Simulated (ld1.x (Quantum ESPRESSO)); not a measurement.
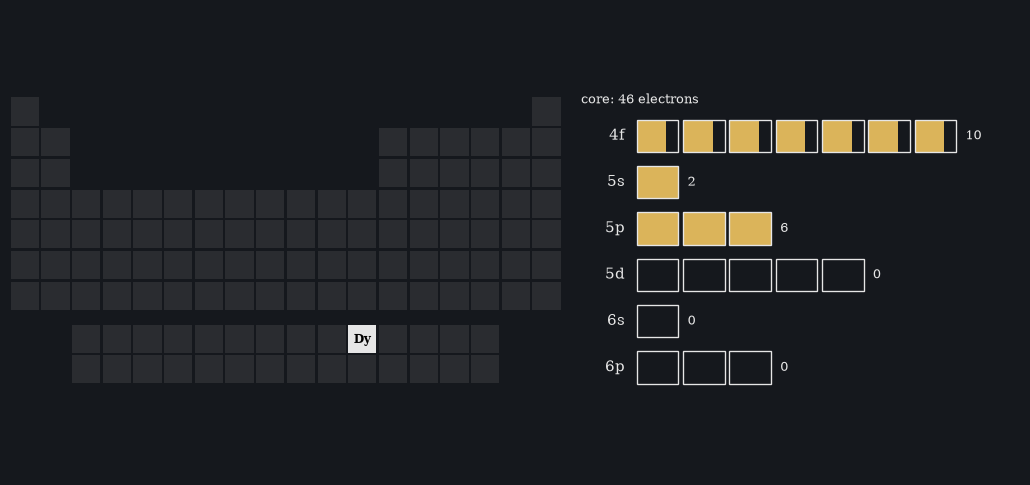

Left, the place of dysprosium in the periodic table; right, the valence shells of the reference configuration: a box for each of the 2l + 1 orbitals, shaded by the share of the shell that is filled, with the electron count at the right.

## Dy: pseudopotential generation (part 1 of 2)

- system: dysprosium (Dy, Z = 66), core [Kr] 4d10, reference valence 4f10 5s2 5p6 5d0 6s0 6p0 (an ion of charge +2), valence charge 20.
- method: TM semilocal potential, PBE, scalar-relativistic, made with ld1.x (Quantum ESPRESSO) 7.5

## Results in brief

- outcome: generated; 4f isn't converged at 400 Ry in the Bessel test
- largest excitation error: +147 meV (all-electron minus pseudo) for 4f9 5s2 5p6 5d0 6s2 6p0, out of 7 test configurations
- range over which the phases arctan(r u′/u) at the test radius agree within 0.05 rad (a looser test near the poles than one of phase shifts): s: up to about 1.5 Ry; p: up to about -0.7 Ry; d: up to about 0.3 Ry; f: not judged, the stored energies step over a narrow level
- hardware: 1 CPU thread, shared host
- wall time: 4 s

## Remarks

In the spherical-Bessel test 4f stands at −1.291 Ry at the top cutoff of 400 Ry, still falling, against −1.255 Ry all-electron. No cutoff can be given, and the search for ghost states has no verdict.

## The input
```
 &input
   title='Dy', zed=66., rel=1, dft='PBE', iswitch=3,
   config='[Xe] 4f10 5d0 6s0 6p0',
   nld=4, rlderiv=3.60, eminld=-7.0, emaxld=5.0, deld=0.02
 /
 &inputp
   pseudotype=1, tm=.true., lloc=3,
   nlcc=.true., new_core_ps=.true.,
   file_pseudopw='Dy.pp', file_wfcaegen='ae.wfc', file_wfcncgen='nc.wfc'
 /
4
5S  1  0   2.00   0.00  1.35  1.35  0.0
5P  2  1   6.00   0.00  1.80  1.80  0.0
5D  3  2   0.00   0.00  3.30  3.30  0.0
4F  4  3  10.00   0.00  0.85  0.85  0.0
 &test
   configts(1)='4f10 5s2 5p6 5d0 6s0 6p0'
 /
```

## Input of the test run
```
 &input
   title='Dy', zed=66., rel=1, dft='PBE', iswitch=2,
   config='[Xe] 4f10 5d0 6s0 6p0'
 /
 &test
   file_pseudo='Dy.pp', nconf=8,
   configts(1)='4f10 5s2 5p6 5d0 6s0 6p0',
   configts(2)='4f10 5s2 5p6 5d0 6s2 6p0',
   configts(3)='4f10 5s2 5p6 5d0 6s1 6p0',
   configts(4)='4f9 5s2 5p6 5d0 6s0 6p0',
   configts(5)='4f10 5s2 5p5 5d0 6s2 6p0',
   configts(6)='4f11 5s2 5p6 5d0 6s0 6p0',
   configts(7)='4f9 5s2 5p6 5d0 6s2 6p0',
   configts(8)='4f10 5s2 5p6 5d1 6s0 6p0'
 /
```

Launched with:
```bash
ld1.x < Dy.in > Dy.out
```

## The program's output
```
     Program LD1 v.7.5
     --------------------------- All-electron run ----------------------------

     Dy
     scalar relativistic calculation

     atomic number is 66.00
     dft =PBE   lsd =0 sic =0 latt =0  beta=0.20 tr2=1.0E-14
     Exchange-correlation= PBE
                           (   1   4   3   4   0   0   0)
     mesh =1265 r(mesh) = 100.51885 a.u. xmin = -7.00 dx = 0.01250
     1 Ry =  13.60569312 eV, c = 137.03599908

     n l     nl                  e(Ry)          e(Ha)          e(eV)
     1 0     1S 1( 2.00)     -3945.1807     -1972.5903    -53676.9174
     2 0     2S 1( 2.00)      -657.8147      -328.9073     -8950.0246
     2 1     2P 1( 6.00)      -583.7375      -291.8687     -7942.1529
     3 0     3S 1( 2.00)      -147.2146       -73.6073     -2002.9567
     3 1     3P 1( 6.00)      -124.4781       -62.2391     -1693.6115
     4 0     4S 1( 2.00)       -29.9382       -14.9691      -407.3294
     4 1     4P 1( 6.00)       -22.4559       -11.2280      -305.5286
     3 2     3D 1(10.00)       -95.2628       -47.6314     -1296.1158
     5 0     5S 1( 2.00)        -4.6329        -2.3164       -63.0338
     5 1     5P 1( 6.00)        -2.8951        -1.4475       -39.3892
     4 2     4D 1(10.00)       -12.2715        -6.1357      -166.9617
     4 3     4F 1(10.00)        -1.2551        -0.6275       -17.0759
     5 2     5D 1( 0.00)        -0.9965        -0.4982       -13.5578
     6 0     6S 1( 0.00)        -1.0669        -0.5334       -14.5157
     6 1     6P 1( 0.00)        -0.7450        -0.3725       -10.1367

     final scf error:  3.5E-15 reached in  31 iterations

     Etot =  -24313.202567 Ry,  -12156.601283 Ha, -330797.972961 eV

     Ekin =   26233.401952 Ry,   13116.700976 Ha,  356923.616525 eV
     Encl =  -59437.043788 Ry,  -29718.521894 Ha, -808682.177914 eV
     Eh   =    9415.858249 Ry,    4707.929124 Ha,  128109.277822 eV
     Exc  =    -525.418979 Ry,    -262.709490 Ha,   -7148.689394 eV

     normalization and overlap integrals

     s(1S/1S) =  1.000000  <r> =   0.0211  <r2> =    0.0006  r(max) =   0.0134
     s(2S/2S) =  1.000000  <r> =   0.0898  <r2> =    0.0095  r(max) =   0.0760
     s(2P/2P) =  1.000000  <r> =   0.0795  <r2> =    0.0077  r(max) =   0.0614
     s(3S/3S) =  1.000000  <r> =   0.2345  <r2> =    0.0628  r(max) =   0.2145
     s(3P/3P) =  1.000000  <r> =   0.2334  <r2> =    0.0631  r(max) =   0.2118
     s(4S/4S) =  1.000000  <r> =   0.5299  <r2> =    0.3170  r(max) =   0.4955
     s(4P/4P) =  1.000000  <r> =   0.5617  <r2> =    0.3589  r(max) =   0.5145
     s(3D/3D) =  1.000000  <r> =   0.2121  <r2> =    0.0528  r(max) =   0.1734
     s(5S/5S) =  1.000000  <r> =   1.2998  <r2> =    1.9023  r(max) =   1.1593
     s(5P/5P) =  1.000000  <r> =   1.5346  <r2> =    2.6769  r(max) =   1.3302
     s(4D/4D) =  1.000000  <r> =   0.6099  <r2> =    0.4320  r(max) =   0.5341
     s(4F/4F) =  1.000000  <r> =   0.8670  <r2> =    1.0226  r(max) =   0.5408
     s(5D/5D) =  1.000000  <r> =   2.4694  <r2> =    7.1589  r(max) =   1.9355
     s(6S/6S) =  1.000000  <r> =   3.3823  <r2> =   12.7777  r(max) =   3.0354
     s(6P/6P) =  1.000000  <r> =   4.1621  <r2> =   19.4002  r(max) =   3.7541

     ------------------------ End of All-electron run ------------------------

     --------------------- Generating NC pseudopotential ---------------------

      Generating local pot.: lloc=3, matching radius rcloc =   0.8500

      Computing core charge for nlcc:

       r > 0.75 : true rho core
      Core charge pseudized with two Bessel functions
      Integrated core pseudo-charge :  27.09

      Wfc   5S  rcut= 1.364  Using Troullier-Martins method

      Wfc   5P  rcut= 1.796  Using Troullier-Martins method

      Wfc   5D  rcut= 3.272  Using Troullier-Martins method

     ------------------- End of pseudopotential generation -------------------

     --------------------------- All-electron run ----------------------------

     Dy
     scalar relativistic calculation

     atomic number is 66.00
     dft =PBE   lsd =0 sic =0 latt =0  beta=0.20 tr2=1.0E-14
     Exchange-correlation= PBE
                           (   1   4   3   4   0   0   0)
     mesh =1265 r(mesh) = 100.51885 a.u. xmin = -7.00 dx = 0.01250
     1 Ry =  13.60569312 eV, c = 137.03599908

     n l     nl                  e(Ry)          e(Ha)          e(eV)
     1 0     1S 1( 2.00)     -3945.1807     -1972.5903    -53676.9174
     2 0     2S 1( 2.00)      -657.8147      -328.9073     -8950.0246
     2 1     2P 1( 6.00)      -583.7375      -291.8687     -7942.1529
     3 0     3S 1( 2.00)      -147.2146       -73.6073     -2002.9567
     3 1     3P 1( 6.00)      -124.4781       -62.2391     -1693.6115
     4 0     4S 1( 2.00)       -29.9382       -14.9691      -407.3294
     4 1     4P 1( 6.00)       -22.4559       -11.2280      -305.5286
     3 2     3D 1(10.00)       -95.2628       -47.6314     -1296.1158
     5 0     5S 1( 2.00)        -4.6329        -2.3164       -63.0338
     5 1     5P 1( 6.00)        -2.8951        -1.4475       -39.3892
     4 2     4D 1(10.00)       -12.2715        -6.1357      -166.9617
     4 3     4F 1(10.00)        -1.2551        -0.6275       -17.0759
     5 2     5D 1( 0.00)        -0.9965        -0.4982       -13.5578
     6 0     6S 1( 0.00)        -1.0669        -0.5334       -14.5157
     6 1     6P 1( 0.00)        -0.7450        -0.3725       -10.1367

     final scf error:  3.5E-15 reached in  31 iterations

     Etot =  -24313.202567 Ry,  -12156.601283 Ha, -330797.972961 eV

     Ekin =   26233.401952 Ry,   13116.700976 Ha,  356923.616525 eV
     Encl =  -59437.043788 Ry,  -29718.521894 Ha, -808682.177914 eV
     Eh   =    9415.858249 Ry,    4707.929124 Ha,  128109.277822 eV
     Exc  =    -525.418979 Ry,    -262.709490 Ha,   -7148.689394 eV

     normalization and overlap integrals

     s(1S/1S) =  1.000000  <r> =   0.0211  <r2> =    0.0006  r(max) =   0.0134
     s(2S/2S) =  1.000000  <r> =   0.0898  <r2> =    0.0095  r(max) =   0.0760
     s(2P/2P) =  1.000000  <r> =   0.0795  <r2> =    0.0077  r(max) =   0.0614
     s(3S/3S) =  1.000000  <r> =   0.2345  <r2> =    0.0628  r(max) =   0.2145
     s(3P/3P) =  1.000000  <r> =   0.2334  <r2> =    0.0631  r(max) =   0.2118
     s(4S/4S) =  1.000000  <r> =   0.5299  <r2> =    0.3170  r(max) =   0.4955
     s(4P/4P) =  1.000000  <r> =   0.5617  <r2> =    0.3589  r(max) =   0.5145
     s(3D/3D) =  1.000000  <r> =   0.2121  <r2> =    0.0528  r(max) =   0.1734
     s(5S/5S) =  1.000000  <r> =   1.2998  <r2> =    1.9023  r(max) =   1.1593
     s(5P/5P) =  1.000000  <r> =   1.5346  <r2> =    2.6769  r(max) =   1.3302
     s(4D/4D) =  1.000000  <r> =   0.6099  <r2> =    0.4320  r(max) =   0.5341
     s(4F/4F) =  1.000000  <r> =   0.8670  <r2> =    1.0226  r(max) =   0.5408
     s(5D/5D) =  1.000000  <r> =   2.4694  <r2> =    7.1589  r(max) =   1.9355
     s(6S/6S) =  1.000000  <r> =   3.3823  <r2> =   12.7777  r(max) =   3.0354
     s(6P/6P) =  1.000000  <r> =   4.1621  <r2> =   19.4002  r(max) =   3.7541

     ------------------------ End of All-electron run ------------------------

     Computing logarithmic derivative in   3.59346
     Computing logarithmic derivative in   3.59346
     Computing the partial wave expansion
     R is outside the sphere for l=    0 j= 0.00
     R is outside the sphere for l=    1 j= 0.00
     R is outside the sphere for l=    2 j= 0.00
       no projector for channel:   3

     ---------------------- Testing the pseudopotential ----------------------

     Dy
     scalar relativistic calculation

     atomic number is 66.00   valence charge is 20.00
     dft =PBE   lsd =0 sic =0 latt =0  beta=0.20 tr2=1.0E-14
     mesh =1265 r(mesh) = 100.51885 xmin = -7.00 dx = 0.01250

     n l     nl             e AE (Ry)        e PS (Ry)    De AE-PS (Ry)
     4 3     4F   1(10.00)       -1.25505       -1.25481       -0.00025
     1 0     5S   1( 2.00)       -4.63290       -4.63294        0.00004
     2 1     5P   1( 6.00)       -2.89505       -2.89506        0.00001
     3 2     5D   1( 0.00)       -0.99648       -0.99648        0.00000
     2 0     6S   1( 0.00)       -1.06688       -1.07278        0.00590  !
     3 1     6P   1( 0.00)       -0.74504       -0.74911        0.00408

     eps = 6.8E-16  iter = 16

     Etot =  -24313.202567 Ry,  -12156.601283 Ha, -330797.972961 eV
     Etotps =  -401.816419 Ry,    -200.908209 Ha,   -5466.990888 eV

     Ekin =     394.926302 Ry,     197.463151 Ha,    5373.246077 eV
     Encl =    -929.237440 Ry,    -464.618720 Ha,  -12642.919445 eV
     Ehrt =     260.850933 Ry,     130.425466 Ha,    3549.057745 eV
     Ecxc =    -152.427255 Ry,     -76.213627 Ha,   -2073.878450 eV
     (Ecc =    -106.569630 Ry,     -53.284815 Ha,   -1449.953677 eV)
     Epseu=      24.071040 Ry,      12.035520 Ha,     327.503185 eV

     ---------------------- End of pseudopotential test ----------------------
```

## Output of the test run (extracts)
```
     ---------------------- Testing the pseudopotential ----------------------

     Dy
     scalar relativistic calculation

     atomic number is 66.00   valence charge is 20.00
     dft =PBE   lsd =0 sic =0 latt =0  beta=0.20 tr2=1.0E-14
     mesh =1265 r(mesh) = 100.51885 xmin = -7.00 dx = 0.01250

     n l     nl             e AE (Ry)        e PS (Ry)    De AE-PS (Ry)
     4 3     4F   1(10.00)       -1.25505       -1.25481       -0.00025
     1 0     5S   1( 2.00)       -4.63290       -4.63294        0.00004
     2 1     5P   1( 6.00)       -2.89505       -2.89506        0.00001
     3 2     5D   1( 0.00)       -0.99648       -0.99648        0.00000
     2 0     6S   1( 0.00)       -1.06688       -1.07278        0.00590  !
     3 1     6P   1( 0.00)       -0.74504       -0.74911        0.00408

     eps = 6.1E-15  iter = 19

     Etot =  -24313.202567 Ry,  -12156.601283 Ha, -330797.972961 eV
     Etotps =  -401.816415 Ry,    -200.908207 Ha,   -5466.990831 eV

     Ekin =     394.926310 Ry,     197.463155 Ha,    5373.246185 eV
     Encl =    -929.237442 Ry,    -464.618721 Ha,  -12642.919472 eV
     Ehrt =     260.850932 Ry,     130.425466 Ha,    3549.057730 eV
     Ecxc =    -152.427255 Ry,     -76.213627 Ha,   -2073.878450 eV
     (Ecc =    -106.569630 Ry,     -53.284815 Ha,   -1449.953677 eV)
     Epseu=      24.071040 Ry,      12.035520 Ha,     327.503177 eV

     ---------------------- End of pseudopotential test ----------------------

     ---------------------- Testing the pseudopotential ----------------------

     Dy
     scalar relativistic calculation

     atomic number is 66.00   valence charge is 20.00
     dft =PBE   lsd =0 sic =0 latt =0  beta=0.20 tr2=1.0E-14
     mesh =1265 r(mesh) = 100.51885 xmin = -7.00 dx = 0.01250

     n l     nl             e AE (Ry)        e PS (Ry)    De AE-PS (Ry)
     4 3     4F   1(10.00)       -0.22844       -0.22419       -0.00425
     1 0     5S   1( 2.00)       -3.59539       -3.58955       -0.00585  !
     2 1     5P   1( 6.00)       -1.86308       -1.85772       -0.00536  !
     3 2     5D   1( 0.00)       -0.08603       -0.08278       -0.00326
     2 0     6S   1( 2.00)       -0.27532       -0.27590        0.00058
     3 1     6P   1( 0.00)       -0.08520       -0.02556       -0.05964  !

     eps = 8.4E-15  iter = 19

     Etot =  -24314.518395 Ry,  -12157.259197 Ha, -330815.875712 eV
     Etotps =  -403.138285 Ry,    -201.569143 Ha,   -5484.975798 eV
     dEtot_ae =      -1.315828 Ry
     dEtot_ps =      -1.321871 Ry,   Delta E=       0.006043 Ry

     Ekin =     394.745840 Ry,     197.372920 Ha,    5370.790758 eV
     Encl =    -949.224918 Ry,    -474.612459 Ha,  -12914.862937 eV
     Ehrt =     280.417710 Ry,     140.208855 Ha,    3815.277304 eV
     Ecxc =    -152.984096 Ry,     -76.492048 Ha,   -2081.454657 eV
     (Ecc =    -106.569630 Ry,     -53.284815 Ha,   -1449.953677 eV)
     Epseu=      23.907179 Ry,      11.953589 Ha,     325.273734 eV

     ---------------------- End of pseudopotential test ----------------------

     ---------------------- Testing the pseudopotential ----------------------

     Dy
     scalar relativistic calculation

     atomic number is 66.00   valence charge is 20.00
     dft =PBE   lsd =0 sic =0 latt =0  beta=0.20 tr2=1.0E-14
     mesh =1265 r(mesh) = 100.51885 xmin = -7.00 dx = 0.01250

     n l     nl             e AE (Ry)        e PS (Ry)    De AE-PS (Ry)
     4 3     4F   1(10.00)       -0.70108       -0.69829       -0.00280
     1 0     5S   1( 2.00)       -4.07295       -4.06944       -0.00351
     2 1     5P   1( 6.00)       -2.33947       -2.33628       -0.00319
     3 2     5D   1( 0.00)       -0.50446       -0.50241       -0.00205
     2 0     6S   1( 1.00)       -0.65008       -0.65270        0.00262
     3 1     6P   1( 0.00)       -0.39881       -0.39939        0.00058

     eps = 4.6E-15  iter = 20

     Etot =  -24314.060091 Ry,  -12157.030046 Ha, -330809.640178 eV
     Etotps =  -402.678326 Ry,    -201.339163 Ha,   -5478.717732 eV
     dEtot_ae =      -0.857525 Ry
     dEtot_ps =      -0.861911 Ry,   Delta E=       0.004387 Ry

     Ekin =     394.899406 Ry,     197.449703 Ha,    5372.880138 eV
     Encl =    -940.000371 Ry,    -470.000185 Ha,  -12789.356577 eV
     Ehrt =     271.192576 Ry,     135.596288 Ha,    3689.762971 eV
     Ecxc =    -152.710759 Ry,     -76.355379 Ha,   -2077.735720 eV
     (Ecc =    -106.569630 Ry,     -53.284815 Ha,   -1449.953677 eV)
     Epseu=      23.940820 Ry,      11.970410 Ha,     325.731456 eV

     ---------------------- End of pseudopotential test ----------------------

     ---------------------- Testing the pseudopotential ----------------------

     Dy
     scalar relativistic calculation

     atomic number is 66.00   valence charge is 20.00
     dft =PBE   lsd =0 sic =0 latt =0  beta=0.20 tr2=1.0E-14
     mesh =1265 r(mesh) = 100.51885 xmin = -7.00 dx = 0.01250

     n l     nl             e AE (Ry)        e PS (Ry)    De AE-PS (Ry)
     4 3     4F   1( 9.00)       -2.54933       -2.56135        0.01203  !
     1 0     5S   1( 2.00)       -5.75513       -5.74527       -0.00986  !
     2 1     5P   1( 6.00)       -3.94152       -3.93455       -0.00696  !
     3 2     5D   1( 0.00)       -1.82714       -1.81350       -0.01365  !
     2 0     6S   1( 0.00)       -1.69822       -1.70908        0.01086  !
     3 1     6P   1( 0.00)       -1.28231       -1.29266        0.01036  !

     eps = 2.0E-15  iter = 23

     Etot =  -24311.316641 Ry,  -12155.658320 Ha, -330772.313629 eV
     Etotps =  -399.928429 Ry,    -199.964214 Ha,   -5441.303474 eV
     dEtot_ae =       1.885926 Ry
     dEtot_ps =       1.887986 Ry,   Delta E=      -0.002060 Ry

     Ekin =     380.690770 Ry,     190.345385 Ha,    5179.561787 eV
     Encl =    -896.370869 Ry,    -448.185435 Ha,  -12195.746968 eV
     Ehrt =     239.693171 Ry,     119.846585 Ha,    3261.191725 eV
     Ecxc =    -150.778404 Ry,     -75.389202 Ha,   -2051.444698 eV
     (Ecc =    -106.569630 Ry,     -53.284815 Ha,   -1449.953677 eV)
     Epseu=      26.836904 Ry,      13.418452 Ha,     365.134681 eV

     ---------------------- End of pseudopotential test ----------------------

     ---------------------- Testing the pseudopotential ----------------------

     Dy
     scalar relativistic calculation

     atomic number is 66.00   valence charge is 20.00
     dft =PBE   lsd =0 sic =0 latt =0  beta=0.20 tr2=1.0E-14
     mesh =1265 r(mesh) = 100.51885 xmin = -7.00 dx = 0.01250

     n l     nl             e AE (Ry)        e PS (Ry)    De AE-PS (Ry)
     4 3     4F   1(10.00)       -1.07009       -1.05572       -0.01437  !
     1 0     5S   1( 2.00)       -4.43336       -4.42869       -0.00467
     2 1     5P   1( 5.00)       -2.66403       -2.65968       -0.00435
     3 2     5D   1( 0.00)       -0.70059       -0.69502       -0.00558  !
     2 0     6S   1( 2.00)       -0.76480       -0.76755        0.00276
     3 1     6P   1( 0.00)       -0.47122       -0.47235        0.00113

     eps = 2.4E-15  iter = 20

     Etot =  -24312.267881 Ry,  -12156.133940 Ha, -330785.255911 eV
     Etotps =  -400.890215 Ry,    -200.445107 Ha,   -5454.389239 eV
     dEtot_ae =       0.934686 Ry
     dEtot_ps =       0.926200 Ry,   Delta E=       0.008486 Ry

     Ekin =     399.300858 Ry,     199.650429 Ha,    5432.764939 eV
     Encl =    -934.823510 Ry,    -467.411755 Ha,  -12718.921795 eV
     Ehrt =     264.752385 Ry,     132.376192 Ha,    3602.139703 eV
     Ecxc =    -152.316605 Ry,     -76.158302 Ha,   -2072.372982 eV
     (Ecc =    -106.569630 Ry,     -53.284815 Ha,   -1449.953677 eV)
     Epseu=      22.196656 Ry,      11.098328 Ha,     302.000896 eV

     ---------------------- End of pseudopotential test ----------------------

     ---------------------- Testing the pseudopotential ----------------------

     Dy
     scalar relativistic calculation

     atomic number is 66.00   valence charge is 20.00
     dft =PBE   lsd =0 sic =0 latt =0  beta=0.20 tr2=1.0E-14
     mesh =1265 r(mesh) = 100.51885 xmin = -7.00 dx = 0.01250

     n l     nl             e AE (Ry)        e PS (Ry)    De AE-PS (Ry)
     4 3     4F   1(11.00)       -0.26899       -0.27544        0.00645  !
     1 0     5S   1( 2.00)       -3.72359       -3.73828        0.01469  !
     2 1     5P   1( 6.00)       -2.03658       -2.04873        0.01216  !
     3 2     5D   1( 0.00)       -0.35090       -0.35837        0.00747  !
     2 0     6S   1( 0.00)       -0.54955       -0.55638        0.00683  !
     3 1     6P   1( 0.00)       -0.33038       -0.09911       -0.23126  !

     eps = 5.5E-15  iter = 48

     Etot =  -24313.929645 Ry,  -12156.964823 Ha, -330807.865371 eV
     Etotps =  -402.541344 Ry,    -201.270672 Ha,   -5476.853998 eV
     dEtot_ae =      -0.727079 Ry
     dEtot_ps =      -0.724929 Ry,   Delta E=      -0.002149 Ry

     Ekin =     402.614353 Ry,     201.307177 Ha,    5477.847335 eV
     Encl =    -952.291507 Ry,    -476.145754 Ha,  -12956.586014 eV
     Ehrt =     278.192264 Ry,     139.096132 Ha,    3784.998569 eV
     Ecxc =    -153.491193 Ry,     -76.745597 Ha,   -2088.354072 eV
     (Ecc =    -106.569630 Ry,     -53.284815 Ha,   -1449.953677 eV)
     Epseu=      22.434740 Ry,      11.217370 Ha,     305.240185 eV

     ---------------------- End of pseudopotential test ----------------------
```

(Continued in part 2.)
